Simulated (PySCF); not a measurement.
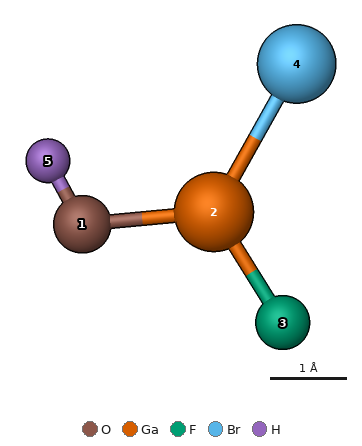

The input geometry (ball-and-stick view, seen at a tilt; atoms are numbered from 1 in the order of the input). Sticks mark near contacts. Bond lengths as drawn: Br–Ga 2.26 Å, F–Ga 1.73 Å, Ga–O 1.76 Å and H–O 0.96 Å.

Run report: GaHBrOF, energy and gradient calculation

The run: energy and gradient calculation of GaHBrOF, SMILES [OH][Ga]([F])[Br]. Method and program: r2SCAN/aug-cc-pVDZ, RKS (PySCF 2.14.0).

The geometry comes from this level: PBE0-D4/def2-TZVP. Figures and captions count atoms from 1; the log counts them from 0 in places.

## The program's output
```
PySCF version 2.14.0

[INPUT] num. atoms = 5
[INPUT] num. electrons = 84
[INPUT] charge = 0
[INPUT] spin (= nelec alpha-beta = 2S) = 0
[INPUT] symmetry False subgroup None
[INPUT] Mole.unit = angstrom
[INPUT] Symbol           X                Y                Z      unit          X                Y                Z       unit  Magmom
[INPUT]  1 O     -0.469500000000  -1.252700000000   0.477300000000 AA   -0.887226415483  -2.367259916243   0.901966279255 Bohr   0.0
[INPUT]  2 Ga     0.027100000000   0.197300000000  -0.392300000000 AA    0.051211577976   0.372842964377  -0.741339558667 Bohr   0.0
[INPUT]  3 F     -0.316700000000   0.240600000000  -2.091500000000 AA   -0.598476263650   0.454668105570  -3.952362189528 Bohr   0.0
[INPUT]  4 Br     1.064100000000   1.966600000000   0.551700000000 AA    2.010857569150   3.716335396570   1.042561902923 Bohr   0.0
[INPUT]  5 H     -0.255000000000  -1.225400000000   1.413400000000 AA   -0.481880161764  -2.315670393042   2.670938904460 Bohr   0.0

nuclear repulsion = 534.598865408079
number of shells = 39
number of NR pGTOs = 253
number of NR cGTOs = 127
basis = aug-cc-pvdz
ecp = {}

******** <class 'pyscf.dft.rks.RKS'> ********
method = RKS
initial guess = minao
damping factor = 0
level_shift factor = 0
DIIS = <class 'pyscf.scf.diis.CDIIS'>
diis_start_cycle = 1
diis_space = 8
diis_damp = 0
SCF conv_tol = 1e-10
SCF conv_tol_grad = None
SCF max_cycles = 50
direct_scf = True
direct_scf_tol = 1e-13
XC library pyscf.dft.libxc version 7.0.0
    S. Lehtola, C. Steigemann, M. J.T. Oliveira, and M. A.L. Marques.,  SoftwareX 7, 1–5 (2018)
XC functionals = r2scan
    J. W. Furness, A. D. Kaplan, J. Ning, J. P. Perdew, and J. Sun.,  J. Phys. Chem. Lett. 11, 8208-8215 (2020)
    J. W. Furness, A. D. Kaplan, J. Ning, J. P. Perdew, and J. Sun.,  J. Phys. Chem. Lett. 11, 9248-9248 (2020)
    J. W. Furness, A. D. Kaplan, J. Ning, J. P. Perdew, and J. Sun.,  J. Phys. Chem. Lett. 11, 8208-8215 (2020)
    J. W. Furness, A. D. Kaplan, J. Ning, J. P. Perdew, and J. Sun.,  J. Phys. Chem. Lett. 11, 9248-9248 (2020)
radial grids:
    Treutler-Ahlrichs [JCP 102, 346 (1995); DOI:10.1063/1.469408] (M4) radial grids

becke partition: Becke, JCP 88, 2547 (1988); DOI:10.1063/1.454033
pruning grids: <function nwchem_prune>
grids dens level: 5
symmetrized grids: False
atomic radii adjust function: <function treutler_atomic_radii_adjust>
small_rho_cutoff = 0
Set gradient conv threshold to 1e-05
Initial guess from minao.
tot grids = 200408
init E= -4673.38967492196
  HOMO = -0.328853062384027  LUMO = -0.117114549031738  gap/eV = 5.76170
cycle= 1 E= -4674.47401415301  delta_E= -1.08  |g|= 1.01  |ddm|= 2.19
  HOMO = -0.156586226112055  LUMO = -0.0602070806123276  gap/eV = 2.62261
cycle= 2 E= -4673.17604516729  delta_E=  1.3  |g|= 2.61  |ddm|= 3.02
  HOMO = -0.264898549447608  LUMO = -0.094298133130442  gap/eV = 4.64227
cycle= 3 E= -4674.65158376473  delta_E= -1.48  |g|= 0.278  |ddm|= 2.49
  HOMO = -0.294331421342911  LUMO = -0.0918312233353493  gap/eV = 5.51031
cycle= 4 E= -4674.66392197407  delta_E= -0.0123  |g|= 0.222  |ddm|= 0.557
  HOMO = -0.305482435794491  LUMO = -0.0953512358820356  gap/eV = 5.71796
cycle= 5 E= -4674.6735791073  delta_E= -0.00966  |g|= 0.0526  |ddm|= 0.167
  HOMO = -0.298678668385742  LUMO = -0.0946085816556703  gap/eV = 5.55303
cycle= 6 E= -4674.67413678736  delta_E= -0.000558  |g|= 0.0191  |ddm|= 0.0607
  HOMO = -0.298919663289763  LUMO = -0.093774524986471  gap/eV = 5.58228
cycle= 7 E= -4674.67421948391  delta_E= -8.27e-05  |g|= 0.0047  |ddm|= 0.0191
  HOMO = -0.298863011803013  LUMO = -0.0941055514276323  gap/eV = 5.57173
cycle= 8 E= -4674.67422598683  delta_E= -6.5e-06  |g|= 0.000782  |ddm|= 0.00499
  HOMO = -0.29881062530349  LUMO = -0.0940479120465305  gap/eV = 5.57188
cycle= 9 E= -4674.67422614107  delta_E= -1.54e-07  |g|= 9.95e-05  |ddm|= 0.00093
  HOMO = -0.298837191773687  LUMO = -0.0940557447116239  gap/eV = 5.57239
cycle= 10 E= -4674.67422614381  delta_E= -2.74e-09  |g|= 3.02e-05  |ddm|= 0.000182
  HOMO = -0.298832661308446  LUMO = -0.0940544440440085  gap/eV = 5.57230
cycle= 11 E= -4674.67422614407  delta_E= -2.64e-10  |g|= 5.62e-06  |ddm|= 3.82e-05
  HOMO = -0.298832169734836  LUMO = -0.0940542222677552  gap/eV = 5.57229
cycle= 12 E= -4674.67422614408  delta_E= -7.28e-12  |g|= 1.02e-06  |ddm|= 5.91e-06
  HOMO = -0.298832369396033  LUMO = -0.0940542308567736  gap/eV = 5.57230
```

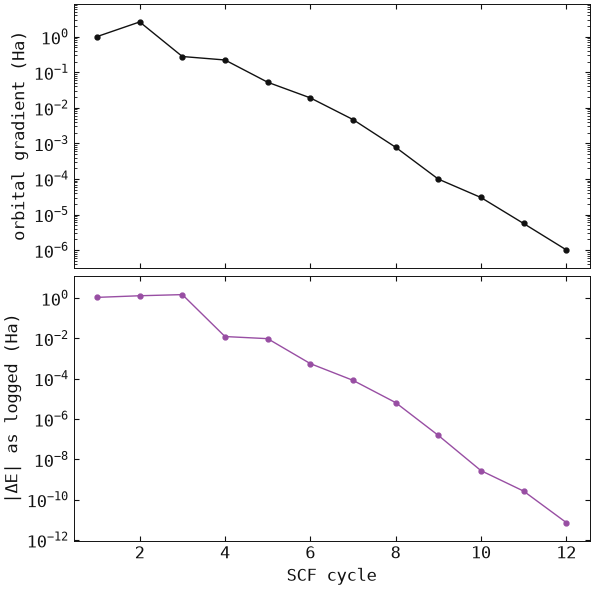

Convergence of the self-consistent field: orbital gradient and size of the energy change against the SCF cycle. The residual comes down, with one marked jump up, by a factor of about 2.5, at step 2.

```
Extra cycle  E= -4674.67422614409  delta_E= -1.09e-11  |g|= 1.39e-06  |ddm|= 2.62e-06
converged SCF energy = -4674.67422614409
E = -4674.6742261441 Eh

******** <class 'pyscf.grad.rks.Gradients'> for <class 'pyscf.dft.rks.RKS'> ********
unit = Eh/Bohr
grid_response = False
--------------- RKS gradients ---------------
         x                y                z
0 O     0.0034377562     0.0062993081     0.0021229613
1 Ga    -0.0018982395    -0.0031889251    -0.0017314483
2 F     0.0014201474     0.0001098574     0.0063131880
3 Br    -0.0017290323    -0.0029784562    -0.0013879448
4 H    -0.0012093813    -0.0002338055    -0.0051387184
----------------------------------------------
**** SCF Summaries ****
Total Energy =                       -4674.674226144090426
Nuclear Repulsion Energy =             534.598865408079064
One-electron Energy =                -7574.673622701699060
Two-electron Energy =                 2365.400531149529343
Two-electron Coulomb Energy =         2551.150367426727371
DFT Exchange-Correlation Energy =     -185.749836277198114
HOMO-LUMO gap [eV] =                     5.572296976248822
**** MO energy ****
MO #1   energy= -482.283900211282  occ= 2
MO #2   energy= -372.095212785628  occ= 2
MO #3   energy= -62.3584383744814  occ= 2
MO #4   energy= -56.1405789110464  occ= 2
MO #5   energy= -56.1386464852121  occ= 2
MO #6   energy= -56.1383801603878  occ= 2
MO #7   energy= -45.8378933550403  occ= 2
MO #8   energy= -40.5637424729973  occ= 2
MO #9   energy= -40.5599689035212  occ= 2
MO #10  energy= -40.5587547712985  occ= 2
MO #11  energy= -24.4929390381878  occ= 2
MO #12  energy= -19.0053521360109  occ= 2
MO #13  energy= -8.67311393952733  occ= 2
MO #14  energy= -6.47682456131646  occ= 2
MO #15  energy= -6.46862032380677  occ= 2
MO #16  energy= -6.46763234624769  occ= 2
MO #17  energy= -5.53060293857772  occ= 2
MO #18  energy= -3.80004635031595  occ= 2
MO #19  energy= -3.79250239186345  occ= 2
MO #20  energy= -3.7893878097018   occ= 2
MO #21  energy= -2.57164449075021  occ= 2
MO #22  energy= -2.56956425695178  occ= 2
MO #23  energy= -2.5688604627915   occ= 2
MO #24  energy= -2.56277815724139  occ= 2
MO #25  energy= -2.56275963263951  occ= 2
MO #26  energy= -1.12086362248737  occ= 2
MO #27  energy= -0.986980614286512 occ= 2
MO #28  energy= -0.84325524519492  occ= 2
MO #29  energy= -0.836204436808525 occ= 2
MO #30  energy= -0.83406418586178  occ= 2
MO #31  energy= -0.828622376417405 occ= 2
MO #32  energy= -0.824106637212359 occ= 2
MO #33  energy= -0.750795935562288 occ= 2
MO #34  energy= -0.497484587435598 occ= 2
MO #35  energy= -0.431882299202334 occ= 2
MO #36  energy= -0.387179651297762 occ= 2
MO #37  energy= -0.370751439538973 occ= 2
MO #38  energy= -0.365125685132957 occ= 2
MO #39  energy= -0.331473020970931 occ= 2
MO #40  energy= -0.319764824857974 occ= 2
MO #41  energy= -0.3024057740315   occ= 2
MO #42  energy= -0.298832369396033 occ= 2
MO #43  energy= -0.0940542308567736 occ= 0
MO #44  energy= -0.0514508340365207 occ= 0
MO #45  energy= -0.000307000659765855 occ= 0
MO #46  energy= 0.0201540068749679 occ= 0
MO #47  energy= 0.0269459760667128 occ= 0
MO #48  energy= 0.0281376680327398 occ= 0
MO #49  energy= 0.0463862439703204 occ= 0
MO #50  energy= 0.0646064417740666 occ= 0
MO #51  energy= 0.0692810963332064 occ= 0
MO #52  energy= 0.0972664777248208 occ= 0
MO #53  energy= 0.0973202684421423 occ= 0
MO #54  energy= 0.102394265324918  occ= 0
MO #55  energy= 0.105360290326857  occ= 0
MO #56  energy= 0.116488322169165  occ= 0
MO #57  energy= 0.141934283805748  occ= 0
MO #58  energy= 0.149106983390661  occ= 0
MO #59  energy= 0.151325881984235  occ= 0
MO #60  energy= 0.173117968155936  occ= 0
MO #61  energy= 0.192155286981615  occ= 0
MO #62  energy= 0.196911950517517  occ= 0
MO #63  energy= 0.207183710744066  occ= 0
MO #64  energy= 0.252244714930514  occ= 0
MO #65  energy= 0.256492175325826  occ= 0
MO #66  energy= 0.26812968988883   occ= 0
MO #67  energy= 0.280164897443932  occ= 0
MO #68  energy= 0.287278533392755  occ= 0
MO #69  energy= 0.298908065638649  occ= 0
MO #70  energy= 0.308661436428343  occ= 0
MO #71  energy= 0.309404982936737  occ= 0
MO #72  energy= 0.328277533454539  occ= 0
MO #73  energy= 0.360585530825215  occ= 0
MO #74  energy= 0.376429982857669  occ= 0
MO #75  energy= 0.383763825599499  occ= 0
MO #76  energy= 0.397291190113825  occ= 0
MO #77  energy= 0.442311430571709  occ= 0
MO #78  energy= 0.446389638733392  occ= 0
MO #79  energy= 0.450649685107668  occ= 0
MO #80  energy= 0.496023050441893  occ= 0
MO #81  energy= 0.514163127647659  occ= 0
MO #82  energy= 0.526625127897224  occ= 0
MO #83  energy= 0.564623633137168  occ= 0
MO #84  energy= 0.593303603952347  occ= 0
MO #85  energy= 0.670746643431437  occ= 0
MO #86  energy= 0.696870781226774  occ= 0
MO #87  energy= 0.716848861686999  occ= 0
MO #88  energy= 0.785563722129308  occ= 0
MO #89  energy= 0.819078854521371  occ= 0
MO #90  energy= 0.846570309940958  occ= 0
MO #91  energy= 0.929168275824662  occ= 0
MO #92  energy= 0.977838175180603  occ= 0
MO #93  energy= 0.978017439203422  occ= 0
MO #94  energy= 1.01304073761114   occ= 0
MO #95  energy= 1.03352156104162   occ= 0
MO #96  energy= 1.04857145322068   occ= 0
MO #97  energy= 1.06869515334399   occ= 0
MO #98  energy= 1.08858218970785   occ= 0
MO #99  energy= 1.09650131231232   occ= 0
MO #100 energy= 1.1289737920563    occ= 0
MO #101 energy= 1.15814676605177   occ= 0
MO #102 energy= 1.18461403454646   occ= 0
MO #103 energy= 1.28245241741086   occ= 0
MO #104 energy= 1.3166759098128    occ= 0
MO #105 energy= 1.31932957179603   occ= 0
MO #106 energy= 1.36146002814676   occ= 0
MO #107 energy= 1.45798638871325   occ= 0
MO #108 energy= 1.47624007527054   occ= 0
MO #109 energy= 1.50950576736041   occ= 0
MO #110 energy= 1.70478534245748   occ= 0
MO #111 energy= 1.89781573112918   occ= 0
MO #112 energy= 1.90599350882338   occ= 0
MO #113 energy= 2.03996785840117   occ= 0
MO #114 energy= 2.11541088843753   occ= 0
MO #115 energy= 2.30304482511996   occ= 0
MO #116 energy= 2.59845233236506   occ= 0
MO #117 energy= 2.67440101693883   occ= 0
MO #118 energy= 3.30588446839928   occ= 0
MO #119 energy= 3.34634878491797   occ= 0
MO #120 energy= 3.34825648986628   occ= 0
MO #121 energy= 3.4311219621847    occ= 0
MO #122 energy= 3.89131982814779   occ= 0
MO #123 energy= 4.50023923424718   occ= 0
MO #124 energy= 4.53077288735623   occ= 0
MO #125 energy= 4.58005833636757   occ= 0
MO #126 energy= 4.68324952485057   occ= 0
MO #127 energy= 4.70156216083437   occ= 0
 ** Mulliken pop on meta-lowdin orthogonal AOs  **
 ** Mulliken pop  **
pop of  0 O 1s            1.99996
pop of  0 O 2s            1.66955
pop of  0 O 3s            0.00286
pop of  0 O 4s            0.00140
pop of  0 O 2px           1.81786
pop of  0 O 2py           1.71786
pop of  0 O 2pz           1.44238
pop of  0 O 3px           0.00297
pop of  0 O 3py           0.00300
pop of  0 O 3pz           0.00420
pop of  0 O 4px           0.00175
pop of  0 O 4py           0.00185
pop of  0 O 4pz           0.00090
pop of  0 O 3dxy          0.00267
pop of  0 O 3dyz          0.00237
pop of  0 O 3dz^2         0.00158
pop of  0 O 3dxz          0.00115
pop of  0 O 3dx2-y2       0.00283
pop of  0 O 4dxy          0.00097
pop of  0 O 4dyz          0.00083
pop of  0 O 4dz^2         0.00044
pop of  0 O 4dxz          0.00013
pop of  0 O 4dx2-y2       0.00103
pop of  1 Ga 1s           1.99999
pop of  1 Ga 2s           1.99987
pop of  1 Ga 3s           1.99522
pop of  1 Ga 4s           0.76322
pop of  1 Ga 5s           0.00980
pop of  1 Ga 6s           0.00052
pop of  1 Ga 2px          2.00000
pop of  1 Ga 2py          2.00000
pop of  1 Ga 2pz          2.00000
pop of  1 Ga 3px          1.99995
pop of  1 Ga 3py          1.99995
pop of  1 Ga 3pz          1.99995
pop of  1 Ga 4px          0.33957
pop of  1 Ga 4py          0.41558
pop of  1 Ga 4pz          0.37482
pop of  1 Ga 5px          0.00699
pop of  1 Ga 5py          0.01127
pop of  1 Ga 5pz          0.00990
pop of  1 Ga 6px          0.00114
pop of  1 Ga 6py          0.00119
pop of  1 Ga 6pz          0.00134
pop of  1 Ga 3dxy         1.99829
pop of  1 Ga 3dyz         1.99851
pop of  1 Ga 3dz^2        1.99767
pop of  1 Ga 3dxz         1.99921
pop of  1 Ga 3dx2-y2      1.99830
pop of  1 Ga 4dxy         0.00316
pop of  1 Ga 4dyz         0.00483
pop of  1 Ga 4dz^2        0.00300
pop of  1 Ga 4dxz         0.00416
pop of  1 Ga 4dx2-y2      0.00314
pop of  1 Ga 5dxy         0.00153
pop of  1 Ga 5dyz         0.00313
pop of  1 Ga 5dz^2        0.00200
pop of  1 Ga 5dxz         0.00287
pop of  1 Ga 5dx2-y2      0.00147
pop of  2 F 1s            1.99997
pop of  2 F 2s            1.86037
pop of  2 F 3s            0.00175
pop of  2 F 4s            0.00132
pop of  2 F 2px           1.90915
pop of  2 F 2py           1.93385
pop of  2 F 2pz           1.76262
pop of  2 F 3px           0.00174
pop of  2 F 3py           0.00196
pop of  2 F 3pz           0.00096
pop of  2 F 4px           0.00155
pop of  2 F 4py           0.00169
pop of  2 F 4pz           0.00206
pop of  2 F 3dxy          0.00008
pop of  2 F 3dyz          0.00159
pop of  2 F 3dz^2         0.00356
pop of  2 F 3dxz          0.00189
pop of  2 F 3dx2-y2       0.00008
pop of  2 F 4dxy          0.00004
pop of  2 F 4dyz          0.00070
pop of  2 F 4dz^2         0.00200
pop of  2 F 4dxz          0.00090
pop of  2 F 4dx2-y2       0.00005
pop of  3 Br 1s           2.00000
pop of  3 Br 2s           1.99991
pop of  3 Br 3s           1.99936
pop of  3 Br 4s           1.89178
pop of  3 Br 5s           0.00243
pop of  3 Br 6s           0.00091
pop of  3 Br 2px          1.99999
pop of  3 Br 2py          1.99999
pop of  3 Br 2pz          1.99999
pop of  3 Br 3px          1.99987
pop of  3 Br 3py          1.99984
pop of  3 Br 3pz          1.99987
pop of  3 Br 4px          1.80450
pop of  3 Br 4py          1.65866
pop of  3 Br 4pz          1.84868
pop of  3 Br 5px          0.00119
pop of  3 Br 5py          0.00216
pop of  3 Br 5pz          0.00126
pop of  3 Br 6px          0.00070
pop of  3 Br 6py          0.00052
pop of  3 Br 6pz          0.00069
pop of  3 Br 3dxy         1.99989
pop of  3 Br 3dyz         1.99990
pop of  3 Br 3dz^2        1.99990
pop of  3 Br 3dxz         1.99991
pop of  3 Br 3dx2-y2      1.99990
pop of  3 Br 4dxy         0.00395
pop of  3 Br 4dyz         0.00370
pop of  3 Br 4dz^2        0.00155
pop of  3 Br 4dxz         0.00151
pop of  3 Br 4dx2-y2      0.00317
pop of  3 Br 5dxy         0.00037
pop of  3 Br 5dyz         0.00030
pop of  3 Br 5dz^2        0.00013
pop of  3 Br 5dxz         0.00012
pop of  3 Br 5dx2-y2      0.00032
pop of  4 H 1s            0.62932
pop of  4 H 2s            0.00733
pop of  4 H 3s            0.00476
pop of  4 H 2px           0.00358
pop of  4 H 2py           0.00275
pop of  4 H 2pz           0.00217
pop of  4 H 3px           0.00030
pop of  4 H 3py           0.00071
pop of  4 H 3pz           0.00019
 ** Mulliken atomic charges  **
charge of    0O =     -0.68054
charge of    1Ga =      1.04846
charge of    2F =     -0.48989
charge of    3Br =     -0.22692
charge of    4H =      0.34889
Dipole moment(X, Y, Z, Debye):  0.48940,  0.00798,  2.26621
```

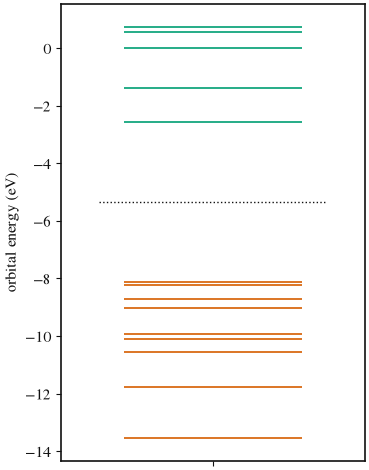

Orbital energies near the frontier; the dotted line parts filled from empty levels, and levels within 0.02 eV of each other stand side by side. Highest filled −8.13 eV, lowest empty −2.56 eV, 5.57 eV apart.

The run was set up as follows.

## Input file (input.py)
```python
import pyscf.grad
from pyscf import gto, dft

mol = gto.M(
    atom='''
O     -0.469500    -1.252700     0.477300
Ga     0.027100     0.197300    -0.392300
F     -0.316700     0.240600    -2.091500
Br     1.064100     1.966600     0.551700
H     -0.255000    -1.225400     1.413400
''',
    max_memory=1860,
    verbose=4,
    basis='aug-cc-pvdz',
)

mf = dft.RKS(mol, xc='r2scan')
mf.grids.level = 5
mf.conv_tol = 1e-10
mf.kernel()
if not mf.converged:
    mf = mf.newton().run(mf.mo_coeff, mf.mo_occ)

e_tot = mf.e_tot
print('E = %.10f Eh' % e_tot)
grad = mf.Gradients().kernel()
mf.analyze()
```

Launched with:
```bash
OMP_NUM_THREADS=1 python input.py
```

## Results in brief

```json
{"quantity": "outcome", "value": "converged"}
{"quantity": "total energy", "value": "−4674.674226 hartree"}
{"quantity": "basis functions", "value": "127"}
{"quantity": "largest force", "value": "0.385 eV/Å"}
{"quantity": "HOMO", "value": "−8.13 eV"}
{"quantity": "LUMO", "value": "−2.56 eV"}
{"quantity": "dipole moment", "value": "2.32 D"}
{"quantity": "hardware", "value": "1 thread of Intel Xeon @ 2.50GHz (Skylake/Cascade Lake), 189 GiB of memory available, shared host"}
{"quantity": "wall time", "value": "2.5 min"}
{"quantity": "peak memory", "value": "1.3 GiB"}
```
